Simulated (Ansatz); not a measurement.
**K2HN: relaxing a made-up structure**

Starting from a made-up structure for K2HN, the aim is the relaxed cell, its shortest contacts and, where a second run follows, its electronic structure.

Program: Ansatz 0.2.0. Level of theory: DFT, PBEsol, plane-wave PAW, files of the set soft_1, scalar-relativistic, no spin, cell and ions relaxed at zero pressure; PAW set soft_1. Results are calculated unless marked as measured.

## (1) Set-up

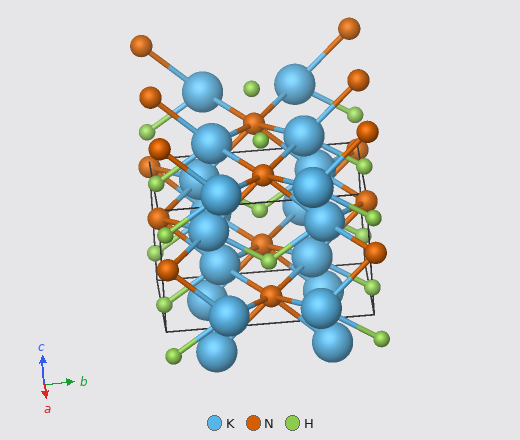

The starting structure, seen slightly off an axis (potassium blue, nitrogen orange, hydrogen green). 2×1×2 cells are drawn. This picture shows the conventional cell, with its axes. Bonds to atoms that aren't drawn are left out. Some periodic images of atoms are drawn too.

## (2) Relaxation of the guess

The guess takes its coordinates from another compound and its volume from a rule, so the cell and any free coordinates are relaxed together.

The input, input.yaml:

```yaml
crystal:
  lattice:
    - [-2.48, 3.79, 2.38]
    - [2.48, -3.79, 2.38]
    - [2.48, 3.79, -2.38]
  atoms:
    - { symbol: K, position: [0.2402, 0.5185, 0.7217] }
    - { symbol: K, position: [0.7968, 0.5185, 0.2783] }
    - { symbol: "N", position: [0.9378, 0.9378, 0.0] }
    - { symbol: H, position: [0.2257, 0.2257, 0.0] }
kpoints:
  mp_grid: { grid: [8, 8, 8] }
scf:
  occupations: { method: fermi_dirac, width: 0.05 }
hamiltonian:
  xc: pbesol
  pseudopotentials: { kind: paw, azcp: { folder: soft_1 }, xc_functional: pbe }
relax:
  f_tol: 0.015
  max_steps: 70
  cell: {}
output:
  forces: true
  stress: true
```

Started as:

```bash
ansatz run input.yaml --threads 4 --pin off --max-ram 8192MiB --backend cpu --events-out ev --progress --plain --runs-dir out
```

Numbers of over 12 decimals in the logs are rounded to 6 here.

Output:

```text
Engine: ansatz 0.2.0, aarch64-unknown-linux-gnu
Pseudopotentials: kind: paw
Pseudopotential: K, paw, valence charge 9, recommended cutoff 420 eV (normal), soft_1/K.paw.azcp
Pseudopotential: N, paw, valence charge 5, recommended cutoff 420 eV (normal), soft_1/N.paw.azcp
Pseudopotential: H, paw, valence charge 1, recommended cutoff 420 eV (normal), soft_1/H.paw.azcp
Functional definition: PBEsol
  exchange = pbesol_x
  correlation = pbesol_c
Crystal: 4 atoms, lattice volume = 89.480 Å³
Basis set: ecut = 420 eV, 1735 PW (Γ), exchange–correlation on 72×72×72 points (8 copies of the dense FFT grid, shifted against one another)
Bands: 16, of which v1, the nominal top of the filled ones, is band 12 counted from 1 (11 counted from 0)
Symmetry: 4 space group operations
Space group: Imm2 (ITA 44), of the structure as read, at distance tolerance 4.5e-5 Å
k-points: 95 of 512 (time reversal used)
Non-local potential: K, projectors of the file, l = 0: 3, l = 1: 2, l = 2: 2
Non-local potential: N, projectors of the file, l = 0: 2, l = 1: 2, l = 2: 1
Non-local potential: H, projectors of the file, l = 0: 2, l = 1: 1
PAW form: soft (Blöchl's): semilocal exchange-correlation on the pseudo side does not see the compensation charge
PAW frozen core: K, regenerated for the run's functional, and the local potential with it (the file was generated under x = pbe(κ = 0.804, μ = 0.219515), c = pbe(β = 0.066725))
PAW frozen core: N, regenerated for the run's functional, and the local potential with it (the file was generated under x = pbe(κ = 0.804, μ = 0.219515), c = pbe(β = 0.066725))
PAW one-centre angular grid: K, 110 points (default); XC on 64 Gauss nodes
PAW one-centre angular grid: N, 110 points (default); XC on 64 Gauss nodes
PAW one-centre angular grid: H, 110 points (default); XC on 64 Gauss nodes
Initial density: superposition of atomic densities (chi_scale 0.1, normalization cell, long waves kept (reshape's long-wave potential 0.00 eV rms))
Initial wavefunctions: pseudopotential atomic-orbital guess
Functional: x = pbesol(κ = 0.804, μ = 0.123457), c = pbesol(β = 0.046)
SCF iter   1: F=—  HF=-3425.728322 eV  |F-HF|=—  |Δ(HF+E_count)|=         —  Δρ=4.91e-2  dr2=1.58e0  ethr=3.10e-3  ⟨swp⟩=5.7  Hψ=8173  notcnv=0
preconditioner: auto → none  [insulator: Δε(μ)=0.265 eV  Ē_g=13.945 eV  σ=0.050 eV  W_gap=0.61  n_scr=14 (ndim 8)  ℏωp=17.6 eV  f_vac=0.000  D(μ)=0.05/eV (n_scr^D=0)  ε∞_Penn≈2.6]
SCF iter   2: F=—  HF=-3425.365686 eV  |F-HF|=—  |Δ(HF+E_count)|=   3.63e-1  Δρ=1.70e-2  dr2=1.60e-1  ethr=3.10e-3  ⟨swp⟩=2.5  Hψ=3347  notcnv=0
SCF iter   3: F=—  HF=-3425.347404 eV  |F-HF|=—  |Δ(HF+E_count)|=   1.83e-2  Δρ=3.25e-3  dr2=6.67e-3  ethr=6.67e-4  ⟨swp⟩=2.0  Hψ=1898  notcnv=0
SCF iter   4: F=—  HF=-3425.349256 eV  |F-HF|=—  |Δ(HF+E_count)|=   1.85e-3  Δρ=5.05e-4  dr2=2.40e-4  ethr=2.78e-5  ⟨swp⟩=3.0  Hψ=2877  notcnv=0
SCF iter   5: F=—  HF=-3425.349301 eV  |F-HF|=—  |Δ(HF+E_count)|=   4.55e-5  Δρ=1.29e-4  dr2=1.59e-5  ethr=1.00e-6  ⟨swp⟩=2.0  Hψ=2471  notcnv=0
SCF iter   6: F=—  HF=-3425.349306 eV  |F-HF|=—  |Δ(HF+E_count)|=   4.61e-6  Δρ=3.69e-5  dr2=6.42e-7  ethr=6.61e-8  ⟨swp⟩=2.0  Hψ=2473  notcnv=0
SCF iter   7: F=-3425.349306 eV  HF=-3425.349306 eV  |F-HF|=3.22e-8  |Δ(HF+E_count)|=   1.63e-7  Δρ=6.28e-6  dr2=4.33e-8  ethr=4.17e-10  ⟨swp⟩=4.0  Hψ=5255  notcnv=0
SCF 1 converged in 7 iterations: F = -3425.349306 eV  dr2 = 4.33e-8
  greatest PAW one-centre occupation: 0.987 electrons in one spin orbital (limit 2), on the K atom at site 1 (counted from 0), in its partial waves of l = 0
relax step   1: F+E_penalty+E_count = -3425.34930621 eV  Δ(F+E_penalty+E_count) = +0.000e0 eV  max|allowed force component| = 4.078e0 eV/Å  Δτ_max = 0.0000 Å  P = -4.764 GPa  Ω = 89.480 Å³  (7 SCF iters, dr2 threshold 1.00e-7 eV, accepted)
Crystal: 4 atoms, lattice volume = 82.766 Å³
Basis set: ecut = 420 eV, 1595 PW (Γ), exchange–correlation on 72×72×72 points (8 copies of the dense FFT grid, shifted against one another)
Initial density: handed on by an earlier stage of this run
Initial wavefunctions: those handed on with the density
iter 1 solved again at ethr=2.07e-3 eV; its pass at ethr=3.10e-3 eV (dr2=4.98e-1 eV) is discarded
SCF iter   1: F=—  HF=-3426.311966 eV  |F-HF|=—  |Δ(HF+E_count)|=         —  Δρ=2.25e-2  dr2=5.01e-1  ethr=2.07e-3  ⟨swp⟩=1.0  Hψ=10777  notcnv=0
preconditioner: auto → none  [insulator: Δε(μ)=0.864 eV  Ē_g=14.154 eV  σ=0.050 eV  W_gap=1.00  n_scr=14 (ndim 8)  ℏωp=18.3 eV  f_vac=0.089  D(μ)=0.00/eV (n_scr^D=0)  ε∞_Penn≈2.7]
SCF iter   2: F=—  HF=-3426.376731 eV  |F-HF|=—  |Δ(HF+E_count)|=   6.48e-2  Δρ=2.87e-2  dr2=8.98e-1  ethr=2.07e-3  ⟨swp⟩=3.1  Hψ=2602  notcnv=0
SCF iter   3: F=—  HF=-3426.225151 eV  |F-HF|=—  |Δ(HF+E_count)|=   1.52e-1  Δρ=7.81e-3  dr2=3.15e-2  ethr=2.07e-3  ⟨swp⟩=2.0  Hψ=2482  notcnv=0
SCF iter   4: F=—  HF=-3426.221357 eV  |F-HF|=—  |Δ(HF+E_count)|=   3.79e-3  Δρ=1.22e-3  dr2=1.75e-3  ethr=1.31e-4  ⟨swp⟩=2.0  Hψ=2209  notcnv=0
SCF iter   5: F=—  HF=-3426.221047 eV  |F-HF|=—  |Δ(HF+E_count)|=   3.10e-4  Δρ=2.70e-4  dr2=1.03e-4  ethr=7.29e-6  ⟨swp⟩=1.9  Hψ=1844  notcnv=0
SCF iter   6: F=—  HF=-3426.221031 eV  |F-HF|=—  |Δ(HF+E_count)|=   1.63e-5  Δρ=5.62e-5  dr2=1.91e-6  ethr=4.28e-7  ⟨swp⟩=2.0  Hψ=1818  notcnv=0
SCF iter   7: F=-3426.221031 eV  HF=-3426.221031 eV  |F-HF|=7.81e-9  |Δ(HF+E_count)|=   7.57e-8  Δρ=6.37e-6  dr2=2.73e-8  ethr=1.67e-9  ⟨swp⟩=5.0  Hψ=5518  notcnv=0
SCF 2 converged in 7 iterations: F = -3426.221031 eV  dr2 = 2.73e-8
relax step   2: F+E_penalty+E_count = -3426.22103097 eV  Δ(F+E_penalty+E_count) = -8.717e-1 eV  max|allowed force component| = 2.459e0 eV/Å  Δτ_max = 0.1565 Å  P = -2.220 GPa  Ω = 82.766 Å³  energy of the carried Pulay correction = +3.332e-3 eV  (7 SCF iters, dr2 threshold 4.00e-7 eV, accepted)
Crystal: 4 atoms, lattice volume = 81.011 Å³
Basis set: ecut = 420 eV, 1565 PW (Γ), exchange–correlation on 72×72×72 points (8 copies of the dense FFT grid, shifted against one another)
SCF iter   1: F=—  HF=-3425.208013 eV  |F-HF|=—  |Δ(HF+E_count)|=         —  Δρ=5.83e-2  dr2=2.61e0  ethr=3.10e-3  ⟨swp⟩=6.7  Hψ=9143  notcnv=0
preconditioner: auto → none  [insulator: Δε(μ)=1.610 eV  Ē_g=14.765 eV  σ=0.050 eV  W_gap=1.00  n_scr=14 (ndim 8)  ℏωp=18.5 eV  f_vac=0.105  D(μ)=0.00/eV (n_scr^D=0)  ε∞_Penn≈2.6]
SCF iter   2: F=—  HF=-3425.340780 eV  |F-HF|=—  |Δ(HF+E_count)|=   1.33e-1  Δρ=6.00e-2  dr2=3.89e0  ethr=3.10e-3  ⟨swp⟩=3.0  Hψ=4177  notcnv=0
SCF iter   3: F=—  HF=-3424.661626 eV  |F-HF|=—  |Δ(HF+E_count)|=   6.79e-1  Δρ=1.45e-2  dr2=5.14e-2  ethr=3.10e-3  ⟨swp⟩=2.8  Hψ=3092  notcnv=0
SCF iter   4: F=—  HF=-3424.657810 eV  |F-HF|=—  |Δ(HF+E_count)|=   3.82e-3  Δρ=2.97e-3  dr2=5.77e-3  ethr=2.14e-4  ⟨swp⟩=2.1  Hψ=3474  notcnv=0
SCF iter   5: F=—  HF=-3424.657299 eV  |F-HF|=—  |Δ(HF+E_count)|=   5.11e-4  Δρ=4.59e-4  dr2=1.34e-4  ethr=2.41e-5  ⟨swp⟩=2.0  Hψ=1800  notcnv=0
SCF iter   6: F=—  HF=-3424.657313 eV  |F-HF|=—  |Δ(HF+E_count)|=   1.40e-5  Δρ=9.48e-5  dr2=8.86e-6  ethr=5.58e-7  ⟨swp⟩=2.3  Hψ=2073  notcnv=0
SCF iter   7: F=-3424.657313 eV  HF=-3424.657313 eV  |F-HF|=4.02e-8  |Δ(HF+E_count)|=   8.52e-7  Δρ=1.77e-5  dr2=3.19e-7  ethr=1.67e-9  ⟨swp⟩=3.5  Hψ=6753  notcnv=0
SCF 3 converged in 7 iterations: F = -3424.657313 eV  dr2 = 3.19e-7
relax step   3: F+E_penalty+E_count = -3424.65731334 eV  Δ(F+E_penalty+E_count) = +1.564e0 eV  max|allowed force component| = 1.919e1 eV/Å  Δτ_max = 0.1945 Å  P = +9.348 GPa  Ω = 81.011 Å³  energy of the carried Pulay correction = +4.246e-3 eV  (7 SCF iters, dr2 threshold 4.00e-7 eV, rejected (line search))
[...]
relax step   4: F+E_penalty+E_count = -3426.33070670 eV  Δ(F+E_penalty+E_count) = -1.097e-1 eV  max|allowed force component| = 1.633e0 eV/Å  Δτ_max = 0.0694 Å  P = -0.941 GPa  Ω = 80.801 Å³  energy of the carried Pulay correction = +4.356e-3 eV  (10 SCF iters, accepted)
[...]
relax step   5: F+E_penalty+E_count = -3426.38127810 eV  Δ(F+E_penalty+E_count) = -5.057e-2 eV  max|allowed force component| = 9.348e-2 eV/Å  Δτ_max = 0.0558 Å  P = -0.101 GPa  Ω = 81.201 Å³  energy of the carried Pulay correction = +4.146e-3 eV  (6 SCF iters, dr2 threshold 4.00e-7 eV, accepted)
[...]
relax step   6: F+E_penalty+E_count = -3426.38183127 eV  Δ(F+E_penalty+E_count) = -5.532e-4 eV  max|allowed force component| = 1.758e-2 eV/Å  Δτ_max = 0.0095 Å  P = -0.016 GPa  Ω = 80.720 Å³  energy of the carried Pulay correction = +4.399e-3 eV  (6 SCF iters, dr2 threshold 4.00e-7 eV, accepted)
[...]
relax step   7: F+E_penalty+E_count = -3426.38194792 eV  Δ(F+E_penalty+E_count) = -1.166e-4 eV  max|allowed force component| = 1.495e-2 eV/Å  Δτ_max = 0.0085 Å  P = -0.006 GPa  Ω = 80.685 Å³  energy of the carried Pulay correction = +4.417e-3 eV  (5 SCF iters, dr2 threshold 1.93e-8 eV, accepted)
[...]
relax step   8: F+E_penalty+E_count = -3426.37934075 eV  Δ(F+E_penalty+E_count) = +2.607e-3 eV  max|allowed force component| = 1.457e-2 eV/Å  Δτ_max = 0.0000 Å  P = -0.048 GPa  Ω = 80.685 Å³  stress off target by 7.24e-2 GPa  SCF on the basis re-selected at this cell (its energy is not comparable with the rows above)  (6 SCF iters)
[...]
relax step   9: F+E_penalty+E_count = -3426.37950015 eV  Δ(F+E_penalty+E_count) = -1.594e-4 eV  max|allowed force component| = 9.957e-4 eV/Å  Δτ_max = 0.0008 Å  P = -0.001 GPa  Ω = 80.543 Å³  energy of the carried Pulay correction = +1.052e-4 eV  (5 SCF iters, dr2 threshold 1.31e-8 eV, accepted)
iter 1 solved again at ethr=3.03e-7 eV; its pass at ethr=3.10e-3 eV (dr2=7.28e-5 eV) is discarded
SCF iter   1: F=—  HF=-3426.379401 eV  |F-HF|=—  |Δ(HF+E_count)|=         —  Δρ=6.38e-6  dr2=4.54e-9  ethr=3.03e-7  ⟨swp⟩=3.7  Hψ=12712  notcnv=0
eigensolver tolerance schedule: the retry pair's looser diagonalisation over-reported the residual by 16028.37 of it (diagonalisation noise at an unbounded share of the residual, at the tolerance the schedule requests for it); recorded, not acted on — ethr = c·dr2/N_el stays at c = 1.0e-1
preconditioner: auto → none  [insulator: Δε(μ)=0.581 eV  Ē_g=14.191 eV  σ=0.050 eV  W_gap=0.98  n_scr=14 (ndim 8)  ℏωp=18.5 eV  f_vac=0.103  D(μ)=0.00/eV (n_scr^D=0)  ε∞_Penn≈2.7]
SCF iter   2: F=—  HF=-3426.379402 eV  |F-HF|=—  |Δ(HF+E_count)|=   8.47e-7  Δρ=3.29e-6  dr2=2.20e-9  ethr=1.89e-11  ⟨swp⟩=2.7  Hψ=2819  notcnv=0
SCF iter   3: F=—  HF=-3426.379402 eV  |F-HF|=—  |Δ(HF+E_count)|=   5.27e-9  Δρ=1.93e-6  dr2=2.38e-9  ethr=9.17e-12  ⟨swp⟩=2.0  Hψ=1906  notcnv=0
SCF iter   4: F=—  HF=-3426.379402 eV  |F-HF|=—  |Δ(HF+E_count)|=  6.10e-10  Δρ=3.51e-7  dr2=8.97e-11  ethr=9.17e-12  ⟨swp⟩=2.0  Hψ=1900  notcnv=0
SCF iter   5: F=-3426.379402 eV  HF=-3426.379402 eV  |F-HF|=3.18e-12  |Δ(HF+E_count)|=  7.28e-12  Δρ=1.09e-7  dr2=5.37e-12  ethr=1.00e-12  ⟨swp⟩=4.0  Hψ=5122  notcnv=0
SCF 10 converged in 5 iterations: F = -3426.379402 eV  dr2 = 5.37e-12
relax step  10: F+E_penalty+E_count = -3426.37940154 eV  Δ(F+E_penalty+E_count) = +9.861e-5 eV  max|allowed force component| = 9.978e-4 eV/Å  Δτ_max = 0.0000 Å  P = -0.002 GPa  Ω = 80.543 Å³  stress off target by 1.11e-2 GPa  SCF on the basis re-selected at this cell (its energy is not comparable with the rows above)  (5 SCF iters)
basis re-selected at this cell: Δ(F+E_penalty+E_count) = +9.861e-5 eV, ΔP = -0.001 GPa vs the last step (what re-selecting the basis moved, of the pressure what is left beyond the Pulay correction that the steps carried, after the strain that the cell walked since its last selection, with what the two solves' SCF thresholds leave and, on support functions, any second-order correction that the steps lacked; it is no m [...]
SCF converged after 5 iterations
Free energy (F): -3426.379402 eV
Harris-Foulkes:  -3426.379402 eV  (|F-HF|=3.18e-12)
Internal energy: -3426.379349 eV  (E = F + TS)
E sigma→0 (E₀):  -3426.379375 eV
Entropy (-TS):   -0.000053 eV (-0.013 meV/atom)
Fermi energy:    4.716616 eV
--- Per-component energies (eV) ---
  E_band       = -214.862118
  E_kinetic    = 649.072650
  E_local      = -1395.219175  (includes V_loc(G=0)·N_el)
  E_nonlocal   = 63.751210
  E_hartree    = 481.209809
  E_xc         = -335.091915
  E_vxc        = -414.681545  (∫ρ·V_xc dr)
  E_paw        = -1647.340619  (= ΣΔE_a)
  E_vpaw       = -80.204641  (= ΣTr[D̂ρ^β])
  E_aug_tail   = -0.000262  (compensation charges beyond the density's cutoff)
  E_ewald      = -1243.004916
  E_core_change = 0.243869  (= ΣΔE_core)
  E_smearing   = -0.000053  (= −TS)
  E_closure    = 0.000000  (closes the sum)
  Σ components = -3426.379402   (vs F -3426.379402, Δ=0.00e0)
--- Forces (eV/Å), atoms counted from 1 ---
  atom   1  K      0.00000000    -0.00031949    -0.00046775
  atom   2  K      0.00000000     0.00031949    -0.00046775
  atom   3  N      0.00000000     0.00000000    -0.00006214
  atom   4  H      0.00000000     0.00000000     0.00099780
  max |Σ_I F_I| component: 1.54e-7 eV/Å
--- Stress (GPa, compression-positive) ---
       -0.011120       0.000000       0.000000
        0.000000      -0.005757       0.000000
        0.000000       0.000000       0.009780
  P = ⅓ Tr σ = -0.0024 GPa (-0.024 kbar)
--- Relaxed structure (8 steps of the walk, 7 accepted, 2 SCFs on fresh bases) ---
  F+E_penalty+E_count = -3426.37940154 eV   max|allowed force component| = 9.978e-4 eV/Å   (the final SCF, on the basis selected at the relaxed cell)
  cell:  # Å, volume = 80.5435 Å³
    - [-2.373731, 3.466966, 2.446749]
    - [2.373731, -3.466966, 2.446749]
    - [2.373731, 3.466966, -2.446749]
  atoms:
    - { symbol: K, position: [0.273399, 0.531689, 0.741710] }
    - { symbol: K, position: [0.789979, 0.531689, 0.258290] }
    - { symbol: N, position: [0.961841, 0.961841, -1.7164150487896962e-19] }
    - { symbol: H, position: [0.175281, 0.175281, -1.7164150487896692e-19] }
```

Wall time 28 s (4 threads of Arm Neoverse V2, shared host); peak memory 0.49 GiB.

Step by step:

| step | energy less that of the first step (eV) | largest force component (eV/Å) | pressure (GPa) | volume (Å³) |
| --- | --- | --- | --- | --- |
| 1 | 0.0000 | 4.0778 | -4.76 | 89.48 |
| 2 | -0.8717 | 2.4591 | -2.22 | 82.77 |
| 3 | 0.6920 | 19.1852 | 9.35 | 81.01 |
| 4 | -0.9814 | 1.6327 | -0.94 | 80.80 |
| 5 | -1.0320 | 0.0935 | -0.10 | 81.20 |
| 6 | -1.0325 | 0.0176 | -0.02 | 80.72 |
| 7 | -1.0326 | 0.0149 | -0.01 | 80.69 |
| 8* | -1.0300 | 0.0146 | -0.05 | 80.69 |
| 9 | -1.0302 | 0.0010 | 0.00 | 80.54 |
| 10* | -1.0301 | 0.0010 | 0.00 | 80.54 |

Relaxation steps marked * repeat the geometry before them on a plane-wave basis chosen anew for their cell, so energy and pressure can jump there. Relaxation step 3 was tried and not accepted.

Forces are held to the 4 operations that the run works with; a distortion that breaks them can't arise in this run.

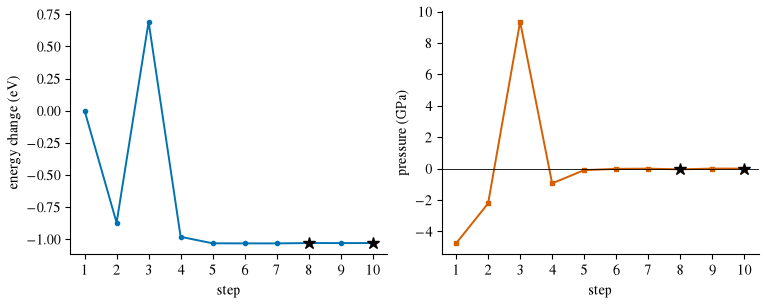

Energy and pressure along the relaxation. Stars mark steps on a basis chosen anew.

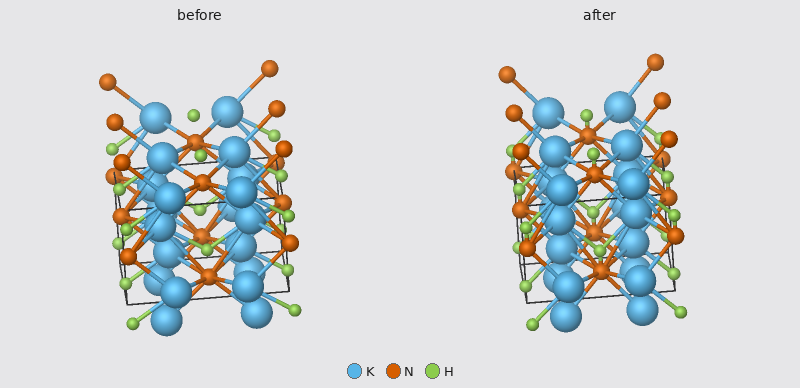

Before and after, at one scale. Bonds to atoms that aren't drawn are left out.

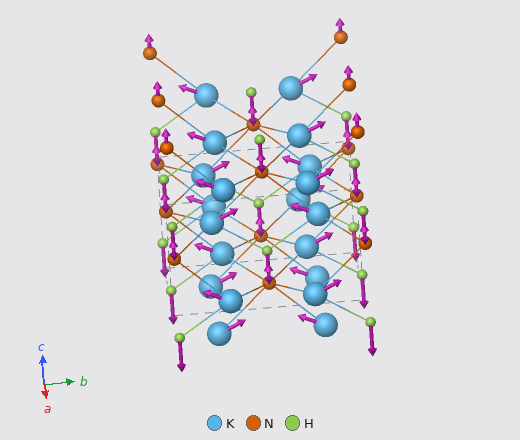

Displacements in the relaxation, exaggerated, measured against the changing cell; the longest in the cell stands for 0.25 Å. Bonds to atoms that aren't drawn are left out. 2×1×2 conventional cells are drawn. Some periodic images of atoms are drawn too.

| conventional cell, symmetrised | before | after | change |
| --- | --- | --- | --- |
| a (Å) | 4.960 | 4.747 | -4.3 % |
| b (Å) | 7.580 | 6.934 | -8.5 % |
| c (Å) | 4.760 | 4.893 | +2.8 % |
| volume (Å³/atom) | 22.37 | 20.14 | -10.0 % |

The atoms that moved most (Å, as changes of fractional coordinates times the final cell):

| atom | dx | dy | dz | length |
| --- | --- | --- | --- | --- |
| H4 | 0.000 | 0.000 | -0.247 | 0.247 |
| K2 | 0.000 | -0.139 | 0.065 | 0.153 |
| K1 | 0.000 | 0.139 | 0.065 | 0.153 |
| N3 | 0.000 | 0.000 | 0.118 | 0.118 |

Final coordinates:

```xyz
4
Lattice="-2.3737 3.4670 2.4467 2.3737 -3.4670 2.4467 2.3737 3.4670 -2.4467" Properties=species:S:1:pos:R:3 pbc="T T T"
K     2.3737    1.6760    0.1551
K     0.0000    1.7910    2.6018
N     0.0000    0.0000    4.7068
H     0.0000    0.0000    0.8577
```

Numbers from this step:

* free energy: -3426.3794 eV
* Fermi energy: 4.717 eV
* gap by band count: 0.5809 eV
* electrons: 24
* symmetry operations: 4
* pressure: -0.002366 GPa

The shortest distance of each pair, which need not be the same contact before and after:

| pair | guess (Å) | relaxed (Å) |
| --- | --- | --- |
| H–N | 1.370 | 1.044 |
| H–K | 2.528 | 2.500 |
| K–N | 2.904 | 2.764 |
| K–K | 3.361 | 3.352 |
| N–N | 4.760 | 4.747 |

The relaxation ends with a largest force component of 1.0e-3 eV/Å and a pressure of 0.00 GPa.

## (3) Summary of results

* space group, relaxed: Imm2
* conventional cell: a = 4.747, b = 6.934, c = 4.893 Å; α = 90.0°, β = 90.0°, γ = 90.0°
* volume per atom: 20.14 Å³ (guess 22.37)

What this shows: K2HN relaxes to Imm2 with a = 4.747, b = 6.934 and c = 4.893 Å. The guessed volume was 11 % too large. The space group Imm2 was held in the relaxation, so the end point is a stationary structure within it and may be a saddle against distortions or other arrangements. Mesh and cutoff weren't tested. No dispersion term is used, so weakly bound directions may come out too long. Nothing here tests whether the compound is stable against decomposition.

[Logs are printed without paths, hosts, clocks, repeated set-up lines and the standing remarks that a program may print on its own settings, such as how far it seeks lower states.]

[Hosts, paths, dates, database ids (printed as entryN), source tags and the programs' standing remarks are cut or masked in the printed files.]
